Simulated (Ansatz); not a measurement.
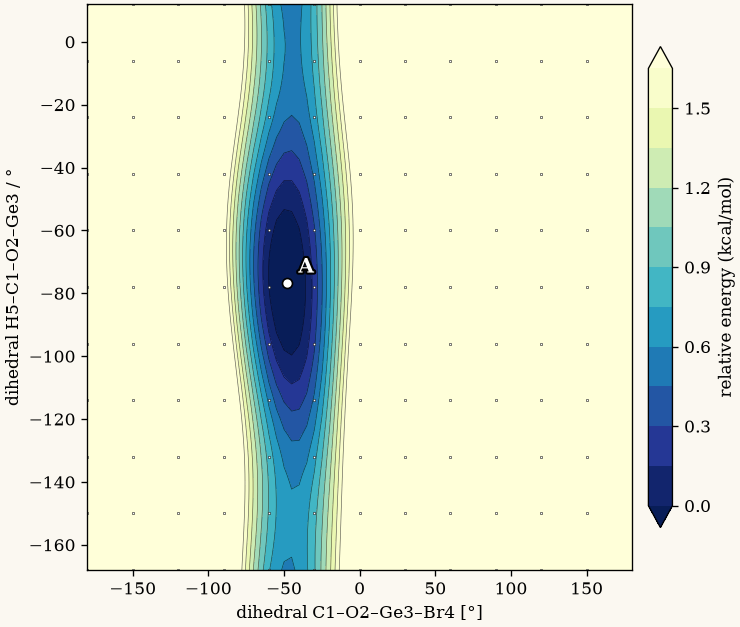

CH₄BrGeO, SMILES C[O][GeH][Br], spin multiplicity 2. First axis: dihedral C1–O2–Ge3–Br4. Second axis: dihedral H5–C1–O2–Ge3. Nothing is relaxed (all other coordinates rigid). The scan uses a 12 × 11 grid. All energies are given in kcal/mol relative to the lowest grid point. Theory: UKS PBE0-D4/def2-SVP in Ansatz 0.2.0.

The picture shows filled contours, dots at the grid points, one colour for all values above the top of the scale, the well A. Between grid points the surface is interpolated.

Estimate the position of the minimum and the force constants in these coordinates. Take the well at A.

The interpolated minimum is at dihedral C1–O2–Ge3–Br4 ≈ −48°, dihedral H5–C1–O2–Ge3 ≈ −77°. The curvatures there are about 0.37 eV/rad² and 0.12 eV/rad², with a cross term of about 0.024 eV/rad². Round the minimum the two coordinates are weakly coupled (coupling 0.12 in units of the two stiffnesses). (1 eV is 23.1 kcal/mol.)
